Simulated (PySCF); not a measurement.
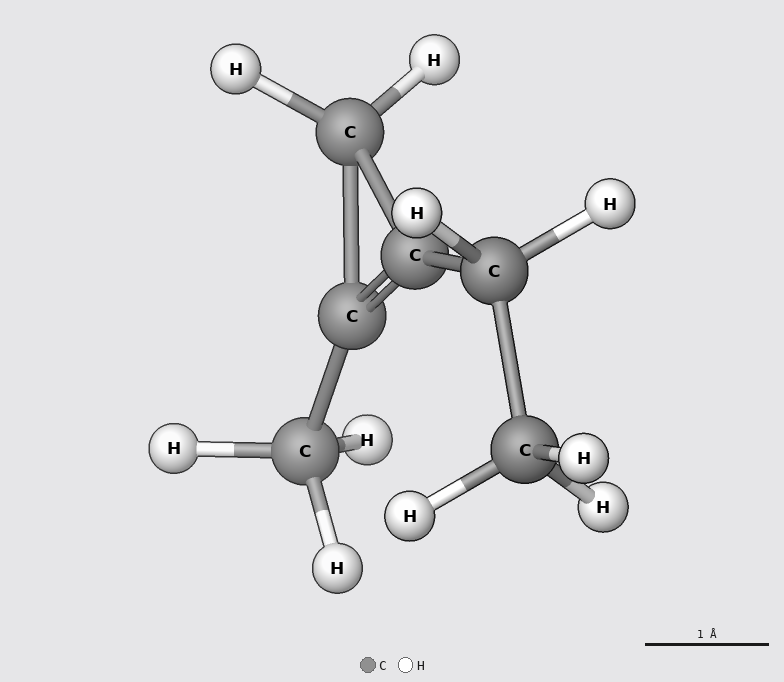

Multiple sticks mark multiple bonds (one Kekulé form).

The computed structure is the end point of a GFN2-xTB optimisation. No frequency run is at hand to confirm it as a minimum.

Identify the structure.

Formula C6H10. Its SMILES string is `CCC1=C(C)C1`. Independent rings (smallest set): 1 of 3 members. Among its groups: alkene. This geometry has Cs symmetry. Coordination, clear cases only: 3 C tetrahedral.

The parts below concern this one geometry. Atoms keep their numbers from picture to picture.

## Shape

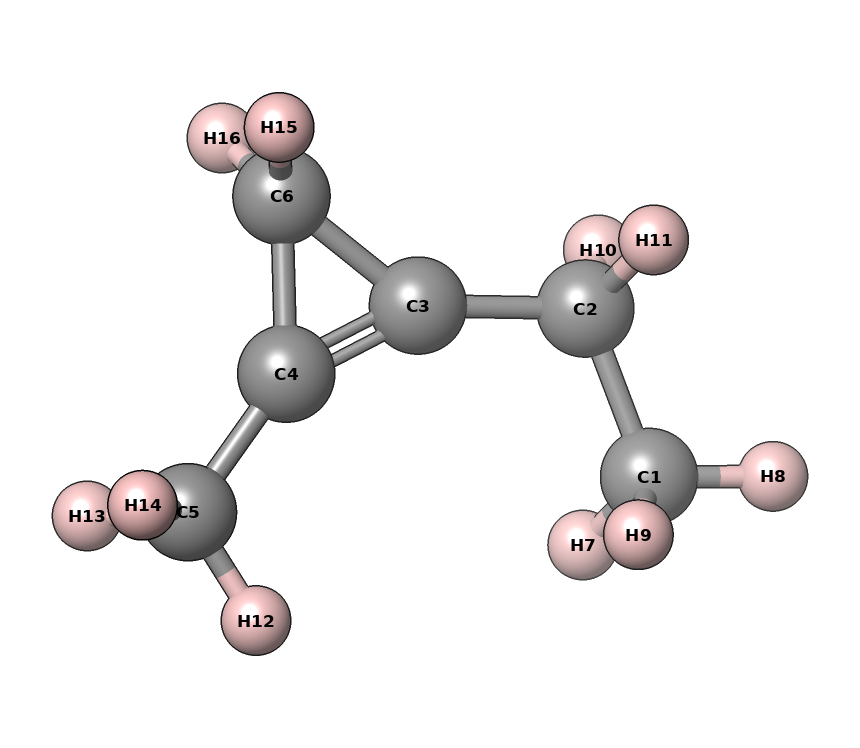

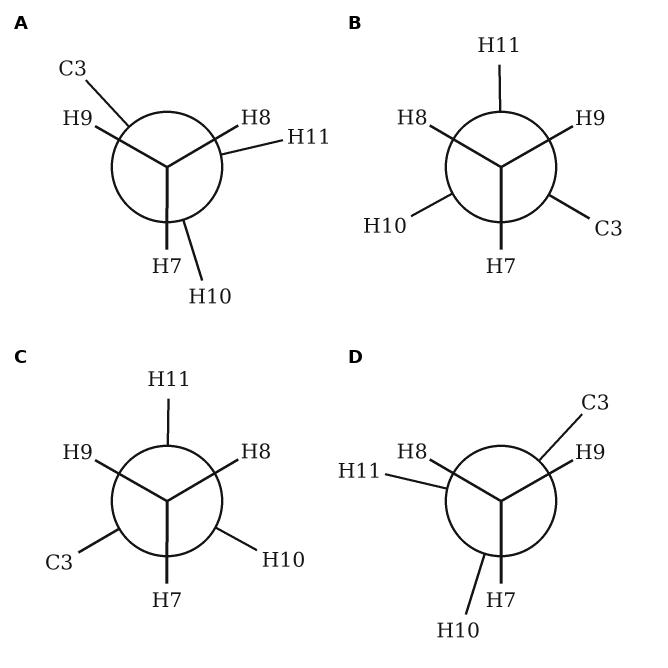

Depth is shown by fading: the farther an atom, the more it takes the colour of the background. Bonds that would overlap in a projection are set slightly apart. No frequency run is at hand to confirm it as a minimum.

Question: Which Newman projection shows the view along C1–C2, with C1 in front?

Answer: C. The torsion angle H7–C1–C2–C3 is 60°, synclinal (gauche).

## Ring current

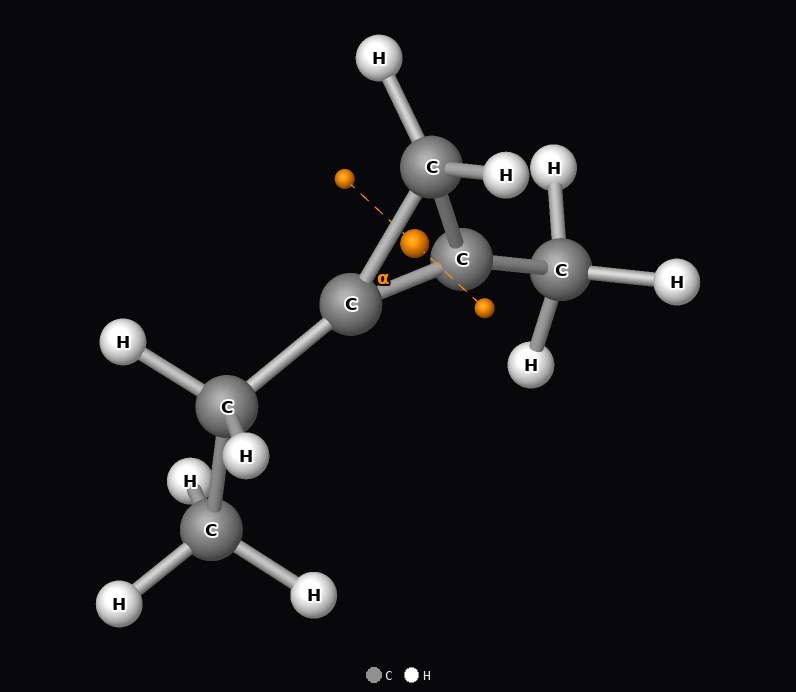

The small points mark where nucleus-independent chemical shifts (NICS) were computed: at the centre of each lettered ring and 1 Å above and below it. No frequency run is at hand to confirm it as a minimum. Properties computed with GIAO PBE0/pcSseg-1 NMR shielding, non-relativistic, gas phase (PySCF 2.14.0).

Give NICS(0), NICS(1) and the out-of-plane component NICS(1)zz for each ring (means of the two sides).

```json
{"ring": "α", "members": "C3", "NICS(0)": "−31.8", "NICS(1)": "−7.9", "NICS(1)zz": "−15.6"}
```

Values in ppm.

## Electronic properties

No frequency run is at hand to confirm it as a minimum. Method: PBE0/def2-SVPD, gas phase (PySCF 2.14.0). Excitations: vertical, linear response.

Computed properties:

- dipole moment: 0.91 D
- HOMO energy (Kohn–Sham orbital): −6.45 eV
- LUMO energy (Kohn–Sham orbital): 0.68 eV
- HOMO–LUMO gap: 7.14 eV
- mean static polarisability: 71.9 bohr³
- lowest vertical singlet excitation: 6.01 eV
- its oscillator strength: 0.001
- brightest of the 6 lowest singlets: 6.54 eV
- its oscillator strength: 0.21

## NMR shielding

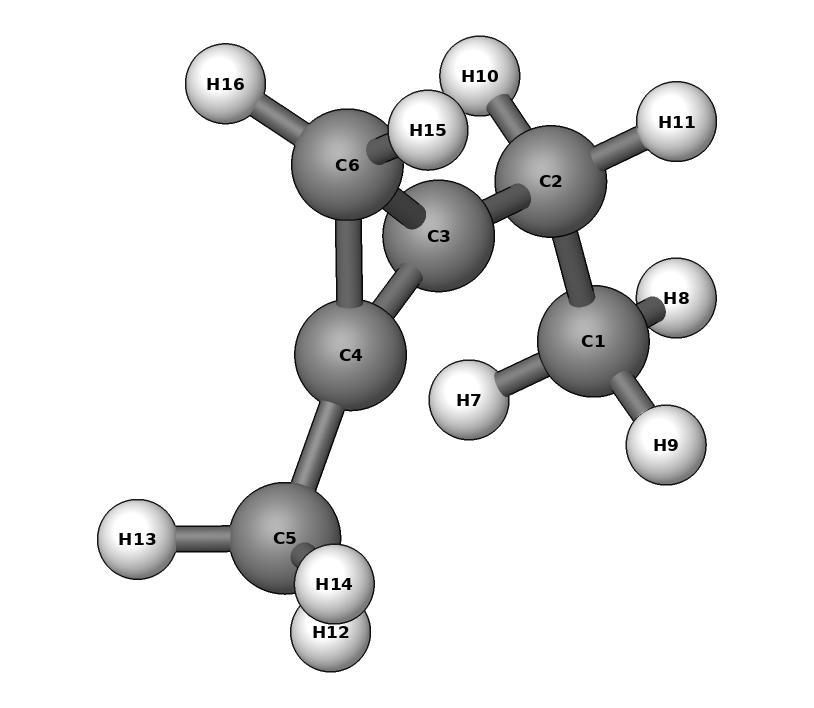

No frequency run is at hand to confirm it as a minimum. Level of theory: GIAO PBE0/pcSseg-1 NMR shielding, non-relativistic, gas phase (PySCF 2.14.0). Principal shieldings σ11 ≤ σ22 ≤ σ33, span Ω = σ33 − σ11, skew κ = 3(σiso − σ22)/Ω.

Give the shielding tensors of the C atoms.

| atom | σ11 | σ22 | σ33 | σiso | Ω | κ |
| --- | --- | --- | --- | --- | --- | --- |
| C1 | 160.4 | 168.5 | 186.3 | 171.7 | 25.9 | 0.37 |
| C2 | 150.6 | 158.9 | 172.8 | 160.7 | 22.2 | 0.25 |
| C3 | −66.0 | 107.0 | 157.3 | 66.1 | 223.4 | −0.55 |
| C4 | −66.6 | 110.7 | 169.9 | 71.3 | 236.5 | −0.50 |
| C5 | 158.0 | 173.6 | 186.6 | 172.7 | 28.6 | −0.09 |
| C6 | 143.6 | 145.4 | 235.1 | 174.7 | 91.6 | 0.96 |

Shieldings and span in ppm.
